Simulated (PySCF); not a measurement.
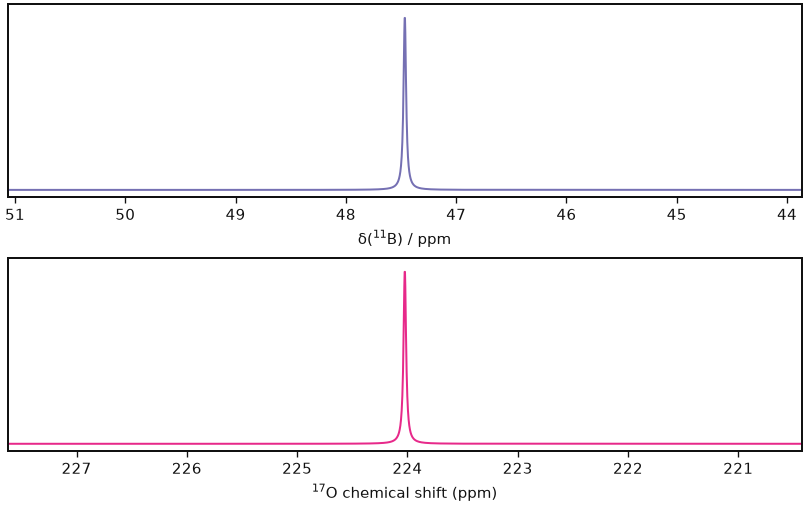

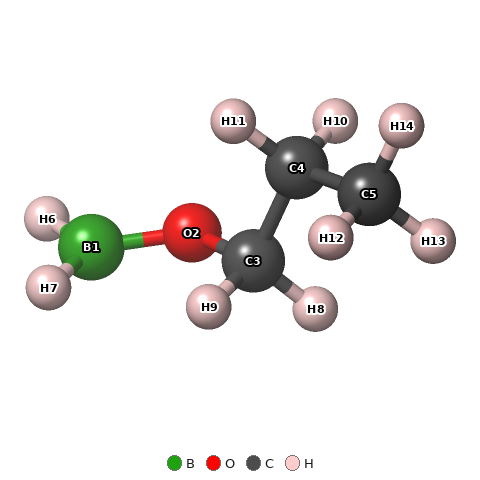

Spectrum and numbered structure of C₃H₉BO, SMILES BOCCC. GIAO shifts, BHandHLYP/pcSseg-1 with PySCF, at a PBE0-D3(BJ)/def2-SVP geometry (no frequency check), against BF₃.OEt₂ for ¹¹B and H₂O for ¹⁷O computed at the same level (¹⁷O: a single water molecule, while the usual scale starts at liquid water and gives values some tens of ppm lower). Gas phase, fully decoupled, line heights follow the number of nuclei, widths are arbitrary (no quadrupolar broadening); values of one conformer, averaged over nuclei that symmetry or rotation about single bonds exchange, these motions taken as fast; other conformers aren't averaged in.

> Where does the ¹¹B line lie?

At 47.5 ppm (B1).

> Where does the ¹⁷O line lie?

At 224.0 ppm (O2).
